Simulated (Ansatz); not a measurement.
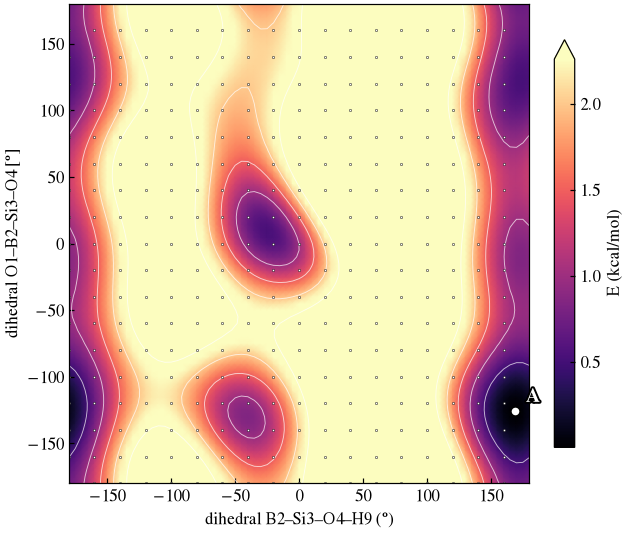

BFH₄O₂Si, SMILES OB[SiH](O)F. 
- The first coordinate is: dihedral B2–Si3–O4–H9; the second: dihedral O1–B2–Si3–O4.
- Nothing is relaxed (all other coordinates rigid).
- The scan uses an 18 × 18 grid.
- Points are written as (first, second).
- All energies are given in kcal/mol relative to the relaxed molecule at the same level.
- Computed with RKS PBE-D4/def2-SVP in Ansatz.

In the figure: a smooth colour map with a few white contour lines, dots at the grid points, one colour for all values above the top of the scale, the well A. Between grid points the surface is interpolated.

> Estimate the position of the minimum and the force constants in these coordinates. Take the well at A.

The interpolated minimum is at dihedral B2–Si3–O4–H9 ≈ 169°, dihedral O1–B2–Si3–O4 ≈ −126°. The curvatures there are about 0.24 eV/rad² and 0.13 eV/rad², with a cross term of about 0 eV/rad². Round the minimum the two coordinates are nearly uncoupled. (1 eV is 23.1 kcal/mol.)
